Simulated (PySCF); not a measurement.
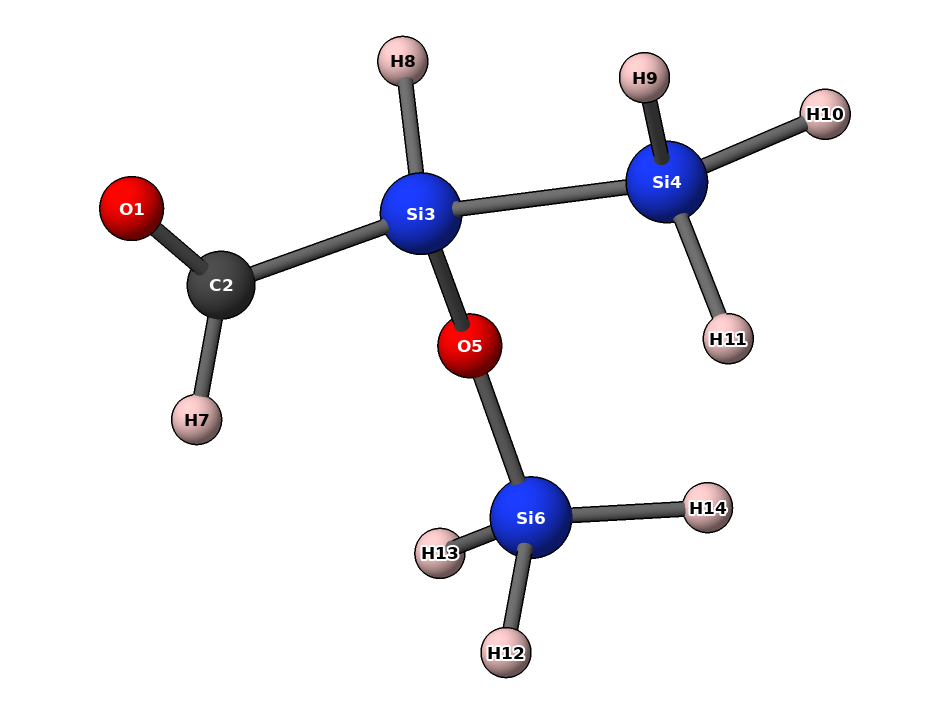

The questions are on Mulliken spin populations. The species has charge −1 and is a spin doublet. Computed geometry: GFN2-xTB optimisation. No frequency run is at hand to confirm it as a minimum. Method: UKS B3LYP, pcH-1 on C H O Si, non-relativistic (PySCF 2.14.0).

**Which atom carries the largest spin population?**

O1 (0.32 e).

**Which atom has the lowest spin population?**

H9 (−0.01 e); a negative value comes from spin polarisation.

Give the Mulliken spin populations atom by atom.

```
atom  value (e)
  O1       0.32
  C2       0.30
 Si3       0.21
 Si4       0.13
  O5       0.00
 Si6       0.00
  H7       0.00
  H8       0.00
  H9      −0.01
 H10       0.05
 H11       0.00
 H12       0.00
 H13       0.00
 H14       0.00
```

Mulliken values depend strongly on the basis set. The geometry is semi-empirical. Around Si such bond lengths and angles can be off by a tenth of an ångström or more and by several degrees, and values that hang on the shape move with them.
